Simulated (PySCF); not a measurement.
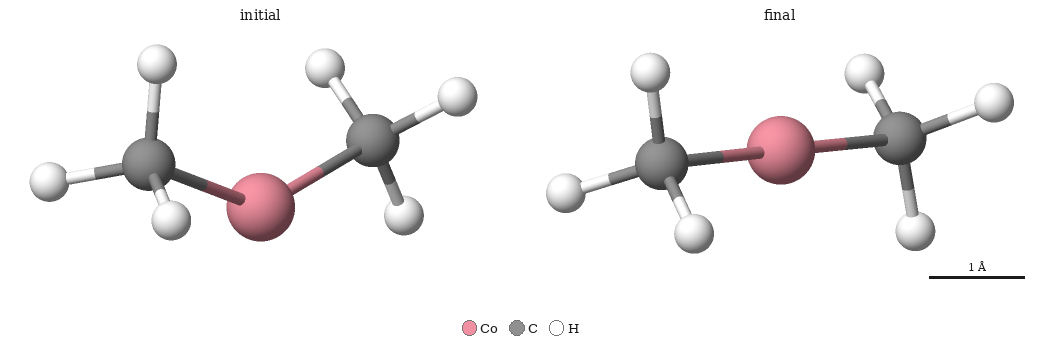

The structure of C₂H₆Co (multiplicity 4) before (left) and after (right) a relaxation, at one scale.

The picture is a ball-and-stick view, seen from a free direction.

The start comes from GFN2-xTB.

Theory: PySCF, PBE0-D3(BJ)/def2-SVP geometry optimisation, gas phase. 

Summarise the run.

Answer. The largest move after the best rigid fit is that of the Co atom, 0.60 Å. Largest moves by element: Co 0.60 Å, H 0.46 Å, C 0.12 Å. Among the contacts that change: C–Co 1.966 → 1.994 Å, C–H 1.092 → 1.105 Å. Among the angles between lasting bonds that change: C–Co–C 145.7° → 179.6°. The energy falls by 10.2 kJ/mol in 17 geometry steps. Largest force component: 0.38 eV/Å at the start, 0.013 eV/Å at the end. The run took of the order of 2 core-minutes on a shared host.
